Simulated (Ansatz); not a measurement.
All values below come from PBE (plane waves to 420 eV, PAW; Ansatz, a program for electronic structure).

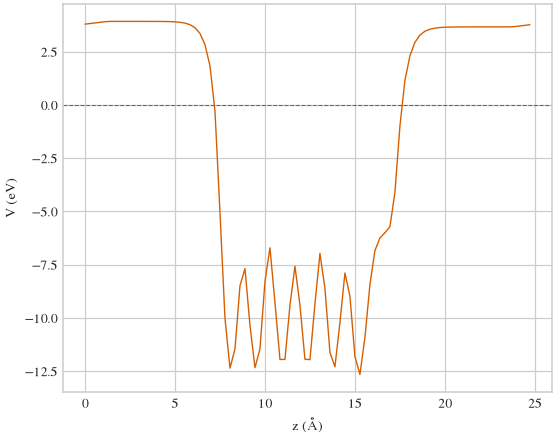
*Plane-averaged electrostatic potential energy along the normal, in eV from the Fermi level, for a constructed model of the (100) surface of bcc Fe, ferromagnetic, a pseudomorphic layer of Al in the host's stacking (bottom of the slab: a bare face, its two planes held)*

Set-up: 7 atoms, 8.8 Å thick at the start (thin: gaps and levels are the slab's own); mesh 13x13x1; 0.1 eV smearing; dipole correction on; 2 atoms held, the rest relaxed; held to the start's symmetry, so lower structures may exist; spin-polarised, ending with about 13.6 μB a cell; orders that need a larger cell were not tried, no spin-orbit, no U. It is one candidate, not shown to be the stable structure of the face.

The vacuum level lies 3.66 eV above the Fermi level over the top face and 3.92 eV above it under the bottom face.
